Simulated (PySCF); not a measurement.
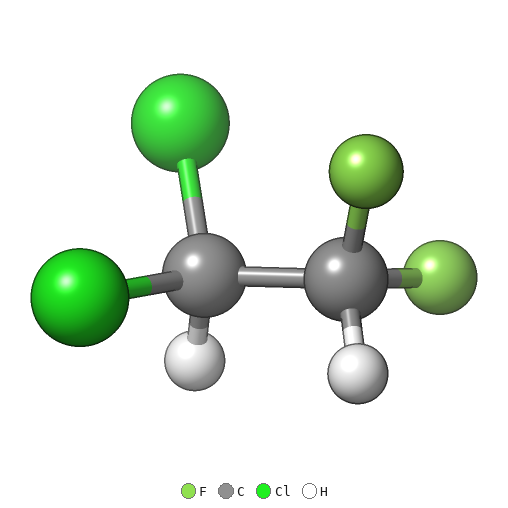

The computed structure is the end point of a PBE0-D3(BJ)/def2-SVP optimisation. No frequency run is at hand to confirm it as a minimum.

Give the structural formula.

SMILES: FC(F)C(Cl)Cl

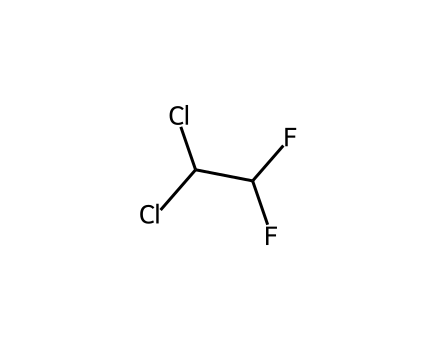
